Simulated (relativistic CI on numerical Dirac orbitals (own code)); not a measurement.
# C⁺: one ion under different settings

How much do the settings matter for C⁺? One ion, several inputs.

Method: Dirac-Coulomb-Breit CI, KLI orbitals optimised for each configuration, model QED (radiative potential, 1s self-energy scaled to tabulated hydrogen-like ionisation energies), numerical settings as typed. Code: relativistic CI on numerical Dirac orbitals (own code) version 3.

### 1 The atom as given

| Quantity | Value |
| --- | --- |
| ion | C⁺ (C II) |
| nuclear charge | 6 |
| electrons | 5 |
| isotope | A = 12 |

### 2 The usual input

Settings, as recorded:

```ini
atom C  Z=6  charge=1  electrons=5
nucleus A=12  rms_radius_fm=2.4702
hamiltonian dirac-coulomb  breit=on  qed=on  c_scale=1
orbitals kli  potential=per-configuration
slater_scale 1
correlation none
mixing on
grid step=0.0125 r_max=34.5
scf mixing=0.4 start=green max_iterations=150 tolerance=2e-08 node_fill=0.05
configurations
  [He] 2s2 2p
  [He] 2s 2p2
end
```

Command:

```bash
$ python run_levels.py task.json out
```

task.json lists these runs, among others, and the program works through them in turn.

Results of the run (chosen fields of its result record, rounded):

```text
status: converged
levels [i, E_cm, J2, conf, term, w_term, w_jj]:
  - [0, 0, 1, "2s2 2p", "2P*", 1, 1]
  - [1, 63.356773, 3, "2s2 2p", "2P*", 1, 1]
  - [2, 29452.833, 1, "2s 2p2", "4P", 1, 0.4451]
  - [3, 29474.354, 3, "2s 2p2", "4P", 1, 0.8891]
  - [4, 29501.408, 5, "2s 2p2", "4P", 1, 0.666]
  - [5, 72167.759, 5, "2s 2p2", "2D", 1, 0.666]
  - [6, 72170.26, 3, "2s 2p2", "2D", 1, 0.6672]
  - [7, 94455.859, 1, "2s 2p2", "2S", 1, 0.6662]
  - [8, 112966.14, 1, "2s 2p2", "2P", 1, 0.6668]
  - [9, 113002.73, 3, "2s 2p2", "2P", 1, 0.5562]
total_energy [Ha]: -37.30273987
n_levels_all: 10
overlap: 9.57148e-14
scf_iterations: [9, 9]
orbital_energies [Ha]: {"1s": -11.0155, "2s": -1.2215, "2p1/2": -0.897477, "2p3/2": -0.89704}
configurations [conf, odd, states, E_av_Ha, breit_Ha, qed_Ha]:
  - ["2s2 2p", 1, 6, -37.30696969, 0.002749, 0.001674]
  - ["2s 2p2", 0, 30, -37.0120671, 0.002716, 0.001626]
scf_steps of the first configuration [iteration, E_Ha, residual, outer_eigenvalue_Ha]:
  - [1, -37.15216605, 0.412, -1.073]
  - [2, -37.27161425, 0.206, -0.9626]
  - [3, -37.30665102, 0.0135, -0.891]
  - [4, -37.30690213, 0.00316, -0.8936]
  - [5, -37.30697085, 0.000304, -0.897]
  - [6, -37.3069698, 8.89e-06, -0.897]
  - [7, -37.30696968, 1.95e-06, -0.897]
  - [8, -37.30696969, 4.62e-08, -0.897]
  - [9, -37.30696969, 1.72e-08, -0.897]
```

Run time: 0.091 s. Hardware: 1 thread, shared host.

### 3 Node fill 0

The settings differ from step 2 so:

```diff
@@ -8,3 +8,3 @@
 grid step=0.0125 r_max=34.5
-scf mixing=0.4 start=green max_iterations=150 tolerance=2e-08 node_fill=0.05
+scf mixing=0.4 start=green max_iterations=150 tolerance=2e-08 node_fill=0
 configurations
```

Result record:

```text
status: converged
levels [i, E_cm, J2, conf, term, w_term]:
  - [0, 0, 1, "2s2 2p", "2P*", 1]
  - [1, 62.442356, 3, "2s2 2p", "2P*", 1]
  - [2, 29408.236, 1, "2s 2p2", "4P", 1]
  - [3, 29429.565, 3, "2s 2p2", "4P", 1]
  - [4, 29456.245, 5, "2s 2p2", "4P", 1]
  - [5, 72180.019, 5, "2s 2p2", "2D", 1]
  - [6, 72182.552, 3, "2s 2p2", "2D", 1]
  - [7, 94513.011, 1, "2s 2p2", "2S", 1]
  - "... 2 more rows left out ..."
total_energy [Ha]: -37.30266543
n_levels_all: 10
overlap: 5.5157e-14
scf_iterations: [10, 8]
orbital_energies [Ha]: {"1s": -11.0553, "2s": -1.2228, "2p1/2": -0.900077, "2p3/2": -0.899632}
configurations [conf, odd, states, E_av_Ha, breit_Ha, qed_Ha]:
  - ["2s2 2p", 1, 6, -37.30690408, 0.002754, 0.001675]
  - ["2s 2p2", 0, 30, -37.01200838, 0.002719, 0.001626]
scf_steps of the first configuration [iteration, E_Ha, residual, outer_eigenvalue_Ha]:
  - [1, -37.15216605, 0.401, -1.073]
  - [2, -37.27023688, 0.2, -0.964]
  - [3, -37.30647773, 0.0127, -0.8932]
  - [4, -37.3068227, 0.0033, -0.8961]
  - [5, -37.30690475, 0.000308, -0.8995]
  - [6, -37.30690395, 8.41e-06, -0.8996]
  - [7, -37.30690407, 2.69e-06, -0.8996]
  - [8, -37.30690408, 3.4e-08, -0.8996]
  - [9, -37.30690408, 2.04e-08, -0.8996]
  - [10, -37.30690408, 1.29e-10, -0.8996]
```

It took 0.085 s on 1 thread, shared host.

### 4 Breit term off, potential mixing 0.9, iteration limit 20

Settings, as recorded:

```ini
atom C  Z=6  charge=1  electrons=5
nucleus A=12  rms_radius_fm=2.4702
hamiltonian dirac-coulomb  breit=off  qed=on  c_scale=1
orbitals kli  potential=per-configuration
slater_scale 1
correlation none
mixing on
grid step=0.0125 r_max=34.5
scf mixing=0.9 start=green max_iterations=20 tolerance=2e-08 node_fill=0.05
configurations
  [He] 2s2 2p
  [He] 2s 2p2
end
```

Result record:

```text
status: converged
levels [i, E_cm, J2, conf, term, w_term]:
  - [0, 0, 1, "2s2 2p", "2P*", 1]
  - [1, 78.85089, 3, "2s2 2p", "2P*", 1]
  - [2, 29459.754, 1, "2s 2p2", "4P", 1]
  - [3, 29485.806, 3, "2s 2p2", "4P", 1]
  - [4, 29529.163, 5, "2s 2p2", "4P", 1]
  - [5, 72186.624, 3, "2s 2p2", "2D", 1]
  - [6, 72189.068, 5, "2s 2p2", "2D", 1]
  - [7, 94464.248, 1, "2s 2p2", "2S", 1]
  - "... 2 more rows left out ..."
total_energy [Ha]: -37.305535597
n_levels_all: 10
overlap: 9.54046e-14
scf_iterations: [7, 7]
orbital_energies [Ha]: {"1s": -11.0155, "2s": -1.2215, "2p1/2": -0.897477, "2p3/2": -0.89704}
configurations [conf, odd, states, E_av_Ha, breit_Ha, qed_Ha]:
  - ["2s2 2p", 1, 6, -37.30696969, 0, 0.001674]
  - ["2s 2p2", 0, 30, -37.0120671, 0, 0.001626]
scf_steps of the first configuration [iteration, E_Ha, residual, outer_eigenvalue_Ha]:
  - [1, -37.15216605, 0.412, -1.073]
  - [2, -37.3018532, 0.064, -0.8616]
  - [3, -37.30694937, 0.00145, -0.8973]
  - [4, -37.30696798, 0.000273, -0.8969]
  - [5, -37.30696968, 1.02e-06, -0.897]
  - [6, -37.30696969, 8.41e-08, -0.897]
  - [7, -37.30696969, 2.54e-09, -0.897]
```

Wall time 0.08 s (1 thread, shared host).

### 5 End of the grid 17.25, Slater scale 0.6, start potential previous

Settings, as recorded:

```ini
atom C  Z=6  charge=1  electrons=5
nucleus A=12  rms_radius_fm=2.4702
hamiltonian dirac-coulomb  breit=on  qed=on  c_scale=1
orbitals kli  potential=per-configuration
slater_scale 0.6
correlation none
mixing on
grid step=0.0125 r_max=17.25
scf mixing=0.4 start=previous max_iterations=150 tolerance=2e-08 node_fill=0.05
configurations
  [He] 2s2 2p
  [He] 2s 2p2
end
```

Result record:

```text
status: converged
levels [i, E_cm, J2, conf, term, w_term]:
  - [0, 0, 1, "2s2 2p", "2P*", 1]
  - [1, 63.356771, 3, "2s2 2p", "2P*", 1]
  - [2, 43557.469, 1, "2s 2p2", "4P", 1]
  - [3, 43578.498, 3, "2s 2p2", "4P", 1]
  - [4, 43604.689, 5, "2s 2p2", "4P", 1]
  - [5, 69197.232, 5, "2s 2p2", "2D", 1]
  - [6, 69200.665, 3, "2s 2p2", "2D", 1]
  - [7, 82575.205, 1, "2s 2p2", "2S", 1]
  - "... 2 more rows left out ..."
total_energy [Ha]: -37.30273987
n_levels_all: 10
overlap: 9.54324e-14
scf_iterations: [10, 7]
orbital_energies [Ha]: {"1s": -11.0155, "2s": -1.2215, "2p1/2": -0.897477, "2p3/2": -0.89704}
configurations [conf, odd, states, E_av_Ha, breit_Ha, qed_Ha]:
  - ["2s2 2p", 1, 6, -37.30696969, 0.002749, 0.001674]
  - ["2s 2p2", 0, 30, -37.0120671, 0.002716, 0.001626]
scf_steps of the first configuration [iteration, E_Ha, residual, outer_eigenvalue_Ha]:
  - [1, -36.73246815, 0.94, -0.518]
  - [2, -37.16492012, 0.434, -0.679]
  - [3, -37.30643554, 0.0188, -0.8891]
  - [4, -37.30683347, 0.00818, -0.8954]
  - [5, -37.3069643, 0.000447, -0.8969]
  - [6, -37.30697069, 8.02e-05, -0.8971]
  - [7, -37.30696971, 6.86e-06, -0.8971]
  - [8, -37.30696969, 6.21e-08, -0.897]
  - [9, -37.30696969, 2.35e-08, -0.897]
  - [10, -37.30696969, 4.17e-10, -0.897]
```

Wall time 0.078 s (1 thread, shared host).

### 6 Breit term off

Settings, as recorded:

```ini
atom C  Z=6  charge=1  electrons=5
nucleus A=12  rms_radius_fm=2.4702
hamiltonian dirac-coulomb  breit=off  qed=on  c_scale=1
orbitals kli  potential=per-configuration
slater_scale 1
correlation none
mixing on
grid step=0.0125 r_max=34.5
scf mixing=0.4 start=green max_iterations=150 tolerance=2e-08 node_fill=0.05
configurations
  [He] 2s2 2p
  [He] 2s 2p2
end
```

Result record:

```text
status: converged
levels [i, E_cm, J2, conf, term, w_term]:
  - [0, 0, 1, "2s2 2p", "2P*", 1]
  - [1, 78.850891, 3, "2s2 2p", "2P*", 1]
  - [2, 29459.753, 1, "2s 2p2", "4P", 1]
  - [3, 29485.806, 3, "2s 2p2", "4P", 1]
  - [4, 29529.162, 5, "2s 2p2", "4P", 1]
  - [5, 72186.624, 3, "2s 2p2", "2D", 1]
  - [6, 72189.068, 5, "2s 2p2", "2D", 1]
  - [7, 94464.248, 1, "2s 2p2", "2S", 1]
  - "... 2 more rows left out ..."
total_energy [Ha]: -37.305535597
n_levels_all: 10
overlap: 9.57148e-14
scf_iterations: [9, 9]
orbital_energies [Ha]: {"1s": -11.0155, "2s": -1.2215, "2p1/2": -0.897477, "2p3/2": -0.89704}
configurations [conf, odd, states, E_av_Ha, breit_Ha, qed_Ha]:
  - ["2s2 2p", 1, 6, -37.30696969, 0, 0.001674]
  - ["2s 2p2", 0, 30, -37.0120671, 0, 0.001626]
scf_steps of the first configuration [iteration, E_Ha, residual, outer_eigenvalue_Ha]:
  - [1, -37.15216605, 0.412, -1.073]
  - [2, -37.27161425, 0.206, -0.9626]
  - [3, -37.30665102, 0.0135, -0.891]
  - [4, -37.30690213, 0.00316, -0.8936]
  - [5, -37.30697085, 0.000304, -0.897]
  - [6, -37.3069698, 8.89e-06, -0.897]
  - [7, -37.30696968, 1.95e-06, -0.897]
  - [8, -37.30696969, 4.62e-08, -0.897]
  - [9, -37.30696969, 1.72e-08, -0.897]
```

It took 0.084 s on 1 thread, shared host.

### 7 Nuclear radius 24.702

Settings, as recorded:

```ini
atom C  Z=6  charge=1  electrons=5
nucleus A=12  rms_radius_fm=24.7020
hamiltonian dirac-coulomb  breit=on  qed=on  c_scale=1
orbitals kli  potential=per-configuration
slater_scale 1
correlation none
mixing on
grid step=0.0125 r_max=34.5
scf mixing=0.4 start=green max_iterations=59 tolerance=2e-08 node_fill=0.05
configurations
  [He] 2s2 2p
  [He] 2s 2p2
end
```

Result record:

```text
status: converged
levels [i, E_cm, J2, conf, term, w_term]:
  - [0, 0, 1, "2s2 2p", "2P*", 1]
  - [1, 63.35724, 3, "2s2 2p", "2P*", 1]
  - [2, 29450.964, 1, "2s 2p2", "4P", 1]
  - [3, 29472.485, 3, "2s 2p2", "4P", 1]
  - [4, 29499.539, 5, "2s 2p2", "4P", 1]
  - [5, 72165.81, 5, "2s 2p2", "2D", 1]
  - [6, 72168.312, 3, "2s 2p2", "2D", 1]
  - [7, 94453.944, 1, "2s 2p2", "2S", 1]
  - "... 2 more rows left out ..."
total_energy [Ha]: -37.30239327
n_levels_all: 10
overlap: 9.42978e-14
scf_iterations: [9, 9]
orbital_energies [Ha]: {"1s": -11.0154, "2s": -1.22149, "2p1/2": -0.897481, "2p3/2": -0.897044}
configurations [conf, odd, states, E_av_Ha, breit_Ha, qed_Ha]:
  - ["2s2 2p", 1, 6, -37.30662155, 0.002749, 0.001672]
  - ["2s 2p2", 0, 30, -37.01172794, 0.002716, 0.001624]
scf_steps of the first configuration [iteration, E_Ha, residual, outer_eigenvalue_Ha]:
  - [1, -37.15182353, 0.412, -1.073]
  - [2, -37.27126747, 0.206, -0.9626]
  - [3, -37.30630287, 0.0135, -0.891]
  - [4, -37.30655399, 0.00316, -0.8936]
  - [5, -37.30662271, 0.000304, -0.897]
  - [6, -37.30662167, 8.89e-06, -0.897]
  - [7, -37.30662154, 1.95e-06, -0.897]
  - [8, -37.30662155, 4.63e-08, -0.897]
  - [9, -37.30662155, 1.72e-08, -0.897]
```

It took 0.086 s on 1 thread, shared host.

A bad setting: its result is shown only for the comparison.

### 8 The runs side by side

| setting | total energy less usual (Ha) | largest shift of a level among the lowest eight of both runs, same label and place (cm⁻¹) | SCF iterations | time | lowest level | kind of change |
| --- | --- | --- | --- | --- | --- | --- |
| usual | 0 | 0 | 18 | 0.091 s | 2p 2P°1/2 | - |
| node fill 0 | 7.44e-05 | 57.2 | 18 | 0.085 s | 2p 2P°1/2 | numerical |
| Breit term off, potential mixing 0.9, iteration limit 20 | -0.0028 | 27.8 | 14 | 0.08 s | 2p 2P°1/2 | model term |
| end of the grid 17.25, Slater scale 0.6, start potential previous | 0 | 14100 | 17 | 0.078 s | 2p 2P°1/2 | model term |
| Breit term off | -0.0028 | 27.8 | 18 | 0.084 s | 2p 2P°1/2 | model term |
| nuclear radius 24.702 | 0.000347 | 1.95 | 18 | 0.086 s | 2p 2P°1/2 | unsound |

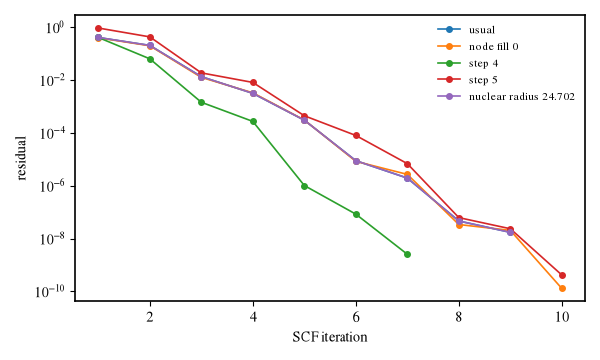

Residual of the first configuration's SCF.

### 9 Outcome

```
                    quantity        value
lowest level, usual settings    2p 2P°1/2
                total energy  -37.3027 Ha
            first excitation    63.4 cm⁻¹
```

Among the runs whose levels can be followed, they move most under «end of the grid 17.25, Slater scale 0.6, start potential previous» (model term), by up to 14100 cm⁻¹. Only the listed configurations are in the model. Near neutrality, missing correlation can shift configurations against each other by thousands of cm⁻¹.
